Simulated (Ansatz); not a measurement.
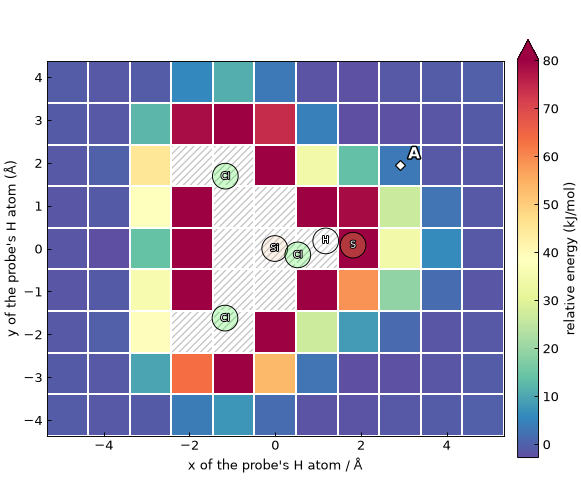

Cl₃HSSi (SMILES S[Si](Cl)(Cl)Cl) with the probe H. The probe is moved over the molecule's main plane. Coordinates scanned: (1) x of the probe's H atom; (2) y of the probe's H atom. Nothing is relaxed (molecule and probe rigid). The grid has 11 × 9 points. At 11 points there is no value (left out of the scan, as a rule where atoms come close). Points are written as (first, second). All energies are given in kJ/mol relative to molecule and probe far apart, each relaxed in its own basis (no counterpoise correction). Energies and slopes of some neighbouring points disagree (a jump in structure or state, or too coarse a mesh). Method: Ansatz, UKS PBE-D4/def2-SVP.

The picture shows one coloured cell a grid point, labelled circles for the molecule's atoms, projected on the plane, one colour for all values above the top of the scale, hatched blanks where no value was computed, the point A.

Q: Is A at rest? If not, where is it pushed?

A: A, at (2.91 Å, 1.94 Å), is not a stationary point. The computed force is 0.18 eV/Å in the plane, pointing up and right in the picture (components 0.09 and 0.16 eV/Å).
